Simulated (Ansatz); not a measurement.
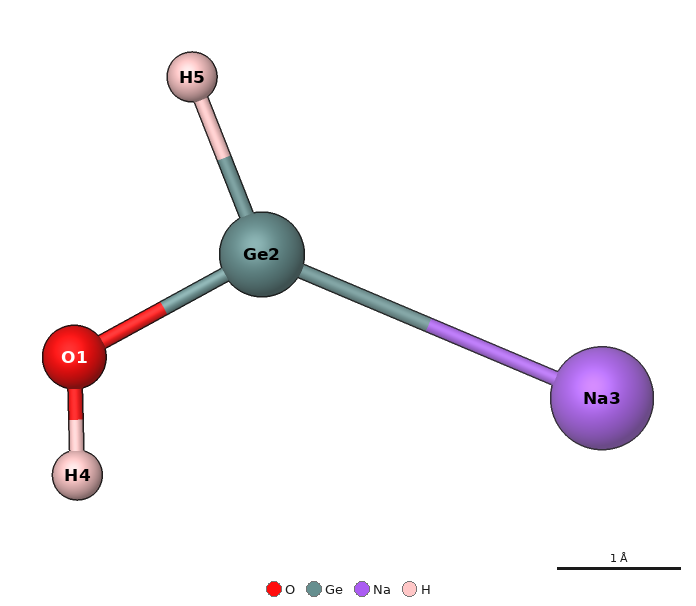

Orthographic view. Distant atoms are faded towards the background colour. State: charge +1, singlet. Computed geometry: PBE0-D4/def2-TZVP optimisation. No frequency run is at hand to confirm it as a minimum.

Give the distance matrix in Å.

```
atom    O1   Ge2   Na3    H4    H5
  O1  0.00                        
 Ge2  1.75  0.00                  
 Na3  4.34  3.03  0.00            
  H4  0.96  2.35  4.34  0.00      
  H5  2.48  1.56  4.27  3.38  0.00
```
